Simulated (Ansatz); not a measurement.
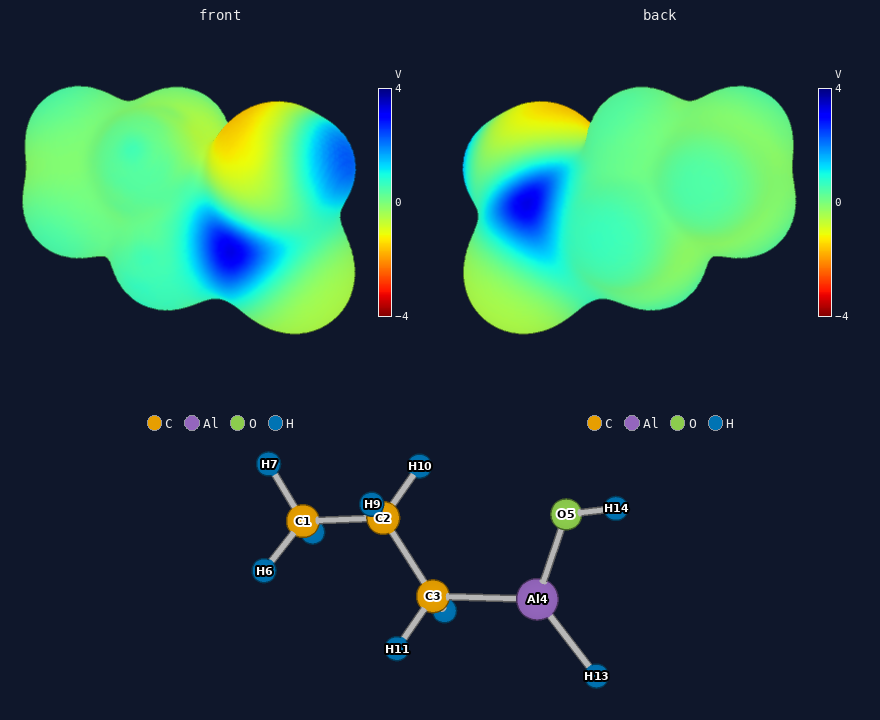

*C$_{3}$H$_{9}$AlO. The molecular electrostatic potential painted on the density surface at 0.002 e/bohr³, seen from the front and from behind; red is negative and blue positive. The bare structure is drawn below in the same view.*

Geometry: PBE0-D3(BJ)/def2-SVP.

These are results of isolated molecule in a Gaussian basis; Kohn-Sham density functional theory, functional PBE0 in Ansatz 0.2.0, not measurements.

```yaml
atoms:
  - { symbol: C, position_ang: [-1.5459, -0.2214, -1.6209] }
  - { symbol: C, position_ang: [-0.9088, 0.0303, -0.2617] }
  - { symbol: C, position_ang: [-1.6345, -0.6647, 0.8919] }
  - { symbol: Al, position_ang: [-0.9058, -0.4144, 2.6854] }
  - { symbol: O, position_ang: [0.4938, 0.5538, 2.8409] }
  - { symbol: H, position_ang: [-2.5893, 0.1335, -1.6426] }
  - { symbol: H, position_ang: [-1.0017, 0.2913, -2.4299] }
  - { symbol: H, position_ang: [-1.5626, -1.2976, -1.8588] }
  - { symbol: H, position_ang: [-0.8663, 1.1169, -0.0730] }
  - { symbol: H, position_ang: [0.1459, -0.2939, -0.2862] }
  - { symbol: H, position_ang: [-2.6969, -0.3502, 0.9196] }
  - { symbol: H, position_ang: [-1.6880, -1.7563, 0.7067] }
  - { symbol: H, position_ang: [-1.5421, -1.0609, 3.9951] }
  - { symbol: H, position_ang: [0.9432, 0.7499, 3.6643] }
```

Which sites attract a positive test charge, and which a negative one?

Answer. A positive charge is drawn to the negative regions and a negative charge to the positive ones. The most negative region (about −1.6 V, or −37 kcal/mol for a unit charge) lies over O5, the most positive (about +3.1 V, or +71 kcal/mol for a unit charge) over Al4. O5 is the likeliest acceptor of a hydrogen bond.
